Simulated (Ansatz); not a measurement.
**One shape, several levels: BH3 (borane)**

Wanted: a comparison of 6 runs (UB3LYP/3-21G, r2SCAN/3-21G, PBE0/6-31G*, UPBE0/6-31G*, wB97X/6-31G*, CCSDTQ/3-21G) of BH3 (borane). 

Program for the calculation: Ansatz 0.2.0.

54 further runs of the same task are left out: 54 set aside as unsound or not needed.

## Step 1: The system as given

BH3 has 4 atoms, charge 0, and is taken as a singlet. SMILES: `B`. The H2–B1 distance was set to 1.790 Å, away from the relaxed value. At this shape a bond of the SMILES string is far longer than usual.

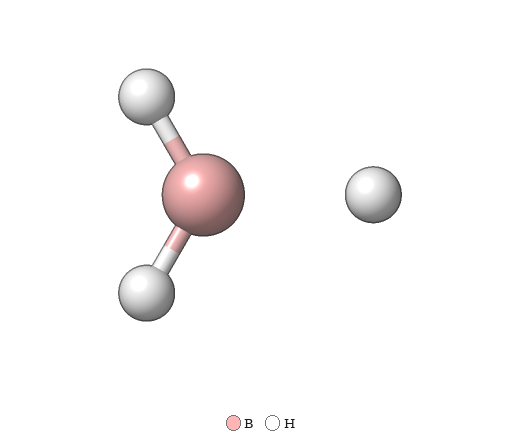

The structure, seen from a chosen angle (boron pink, hydrogen white).

## Step 2: The energy at UB3LYP/3-21G (run 1)

job.yaml reads:

```yaml
crystal:
  periodic: [false, false, false]
  atoms:
    - {symbol: B, position_ang: [-0.470223, -0.213489, -0.292034]}
    - {symbol: H, position_ang: [0.982200, 0.381700, 0.568800]}
    - {symbol: H, position_ang: [-0.760323, -1.370189, -0.243934]}
    - {symbol: H, position_ang: [-1.148523, 0.546511, -0.913834]}
basis:
  gaussian:
    orbitals: 3-21G.json
magnetization:
  spin_polarized: true
hamiltonian:
  xc: {name: B3LYP}
accuracy: high
```

The basis set 3-21G is read from a file made from the Basis Set Exchange's data (not shown).

Started as:

```console
$ ansatz run job.yaml --threads 1 --pin off --max-ram 2610MiB --events-out events.jsonl --progress --plain --runs-dir runs
```

What it wrote:

```text
Warning: RAYON_NUM_THREADS=1 ignored (pool sized by the plan → 1); use --threads N
Functional definition: B3LYP
  name "B3LYP"
  parameter a0 = 0.2
  parameter ax = 0.72
  parameter ac = 0.81
  exchange = (1 - a0 - ax)*slater_x + ax*b88_x + a0*exact_x
  correlation = (1 - ac)*vwn_rpa_c + ac*lyp_c
291 factors; integrals over basis functions are off by at most 3.1e-9 eV
mean field evaluation 1: about -718.1009 eV, gradient 4.7e0 eV
mean field evaluation 2: about -718.2056 eV, gradient 2.6e0 eV
mean field evaluation 4: about -718.2658 eV, gradient 3.1e-2 eV
mean field evaluation 8: about -718.2422 eV, gradient 1.4e-3 eV
mean field -718.24224332 eV, -26.3949155999 hartree, gradient 1.0e-8 eV, S^2 0.000000; 0 other end points of the search recorded, 0 dependent functions left out
reference -718.24226828 eV, -26.3949165172 hartree; 4, 4 occupied and 11, 11 virtual orbitals, 291 factors
Total energy: -718.24226828 eV, -26.3949165172 hartree
```

Run time: 0.77 s. Hardware: 1 thread of Arm Neoverse V1, shared host; peak memory 0.095 GiB.

## Step 3: The energy at r2SCAN/3-21G (run 2)

in.yaml reads:

```yaml
crystal:
  periodic: [false, false, false]
  atoms:
    - {symbol: B, position_ang: [-0.470223, -0.213489, -0.292034]}
    - {symbol: H, position_ang: [0.982200, 0.381700, 0.568800]}
    - {symbol: H, position_ang: [-0.760323, -1.370189, -0.243934]}
    - {symbol: H, position_ang: [-1.148523, 0.546511, -0.913834]}
basis:
  gaussian:
    orbitals: 3-21G.json
hamiltonian:
  xc: {name: r2SCAN}
accuracy: high
```

The basis set 3-21G is read from a file made from the Basis Set Exchange's data (not shown).

Started as:

```console
$ ansatz run in.yaml --threads 1 --pin off --max-ram 2610MiB --events-out events.jsonl --progress --plain --runs-dir runs
```

What it wrote:

```text
Warning: RAYON_NUM_THREADS=1 ignored (pool sized by the plan → 1); use --threads N
Functional definition: r2SCAN
  name "r2SCAN"
  parameter k0 = 0.174
  parameter k1 = 0.065
  parameter a1 = 4.9479
  exchange = r2scan_x(k0 = k0, k1 = k1, a1 = a1)
  correlation = r2scan_c
291 factors; integrals over basis functions are off by at most 3.1e-9 eV
mean field evaluation 1: about -717.1348 eV, gradient 6.8e0 eV
mean field evaluation 2: about -717.1802 eV, gradient 5.3e0 eV
mean field evaluation 4: about -717.3126 eV, gradient 5.1e-2 eV
mean field evaluation 8: about -717.2872 eV, gradient 3.5e-3 eV
mean field evaluation 16: about -717.2872 eV, gradient 2.2e-8 eV
mean field -717.28719826 eV, -26.3598183415 hartree, gradient 2.2e-8 eV, S^2 0.000000; 0 other end points of the search recorded, 0 dependent functions left out
reference -717.28719865 eV, -26.3598183556 hartree; 4, 4 occupied and 11, 11 virtual orbitals, 291 factors
Total energy: -717.28719865 eV, -26.3598183556 hartree
```

Run time: 1.1 s. Hardware: 1 thread of Arm Neoverse V1, shared host; peak memory 0.096 GiB.

Run 3 isn't shown in full; the table further down has it.

## Step 4: A single-point energy at UPBE0/6-31G(d) (spherical functions) (run 4)

molecule.yaml reads:

```yaml
crystal:
  periodic: [false, false, false]
  atoms:
    - {symbol: B, position_ang: [-0.470223, -0.213489, -0.292034]}
    - {symbol: H, position_ang: [0.982200, 0.381700, 0.568800]}
    - {symbol: H, position_ang: [-0.760323, -1.370189, -0.243934]}
    - {symbol: H, position_ang: [-1.148523, 0.546511, -0.913834]}
basis:
  gaussian:
    orbitals: 6-31G_st_-spherical.json
accuracy: high
hamiltonian:
  xc: {name: PBE0}
magnetization:
  spin_polarized: true
total_charge: 0
```

The basis set 6-31G* is read from a file made from the Basis Set Exchange's data (not shown).

Started as:

```console
$ ansatz run molecule.yaml --threads 1 --pin off --max-ram 2610MiB --events-out events.jsonl --progress --plain --runs-dir runs
```

What it wrote:

```text
Warning: RAYON_NUM_THREADS=1 ignored (pool sized by the plan → 1); use --threads N
Functional definition: PBE0
  name "PBE0"
  parameter a = 0.25
  parameter kappa = 0.804
  parameter beta = 0.06672455060314922
  exchange = (1 - a)*pbe_x(kappa = kappa, mu = beta*pi^2/3) + a*exact_x
  correlation = pbe_c(beta = beta)
414 factors; integrals over basis functions are off by at most 3.3e-9 eV
mean field evaluation 1: about -720.6441 eV, gradient 3.8e0 eV
mean field evaluation 2: about -720.7322 eV, gradient 1.7e0 eV
mean field evaluation 4: about -720.7576 eV, gradient 3.6e-2 eV
mean field evaluation 8: about -720.7518 eV, gradient 4.8e-4 eV
mean field -720.75181651 eV, -26.4871407137 hartree, gradient 1.3e-8 eV, S^2 0.000000; 0 other end points of the search recorded, 0 dependent functions left out
reference -720.75181804 eV, -26.4871407700 hartree; 4, 4 occupied and 16, 16 virtual orbitals, 414 factors
Total energy: -720.75181804 eV, -26.4871407700 hartree
```

Wall time 0.87 s (1 thread of Arm Neoverse V1, shared host); peak memory 0.096 GiB.

Run 5 isn't shown in full; the table further down has it.

## Step 5: The energy at CCSDTQ/3-21G (run 6)

Edit in.yaml of step 3 so:

```diff
@@ -8,6 +8,6 @@
 basis:
-  gaussian:
-    orbitals: 3-21G.json
-hamiltonian:
-  xc: {name: r2SCAN}
+  gaussian: {orbitals: 3-21G.json}
+magnetization: {spin_polarized: false}
+correlation: {method: ccsdtq, frozen_orbitals: {B: 1, H: 0}}
 accuracy: high
+scf: {omitted_lower_state_checks: [cluster_reference, increment]}
```

The basis set 3-21G is read from a file made from the Basis Set Exchange's data (not shown).

Started as:

```console
$ ansatz run in.yaml --threads 1 --pin off --max-ram 2610MiB --events-out events.jsonl --progress --plain --runs-dir runs
```

What it wrote, cut to the lines that bear on the results:

```text
Warning: RAYON_NUM_THREADS=1 ignored (pool sized by the plan → 1); use --threads N
Functional definition: HF
  name "HF"
[...]
291 factors; integrals over basis functions are off by at most 3.1e-9 eV
[...]
mean field -711.94612783 eV, -26.1635376232 hartree, gradient 8.4e-9 eV, S^2 0.000000; 0 other end points of the search recorded, 0 dependent functions left out
1 core orbitals not correlated: weight in the atoms' cores, before any rotation towards them, 1.000 or more for the frozen orbitals, at most 0.000 for the correlated occupied ones
reference -711.94612783 eV, -26.1635376232 hartree; 3, 3 occupied and 11, 11 virtual orbitals, 291 factors
second order -1.65111721 eV of doubles, -0.00000000 eV of singles
cycle   1  -2.05049316 eV  change   -4.0e-1 eV  update   6.0e-2
[...]
cycle  21  -2.33845979 eV  change   3.2e-10 eV  update  3.4e-10
Total energy: -714.28458761 eV, -26.2494744354 hartree
Checks for a lower state left out: cluster_reference, increment
```

It took 1.2 s on 1 thread of Arm Neoverse V1, shared host.

## Step 6: All runs side by side

| run | level | frozen core orbitals | energy (Eh) | wall time |
| --- | --- | --- | --- | --- |
| 1 | UB3LYP/3-21G | – | -26.394917 | 0.77 s |
| 2 | r2SCAN/3-21G | – | -26.359818 | 1.1 s |
| 3 | PBE0/6-31G* (spherical functions) | – | -26.487141 | 0.55 s |
| 4 | UPBE0/6-31G* (spherical functions) | – | -26.487141 | 0.87 s |
| 5 | wB97X/6-31G* (spherical functions) | – | -26.524594 | 2.6 s |
| 6 | CCSDTQ/3-21G | 1 | -26.249474 | 1.2 s |

## Step 7: What came out

```
                                         quantity         value
                              run 6: total energy  -26.24947 Eh
run 6: correlation energy (1 core orbital frozen)     -85.9 mEh
                             run 6: T1 diagnostic         0.011
```

Totals of different functionals can't be ranked against each other. All runs together took 7.2 s, the longest 2.6 s.
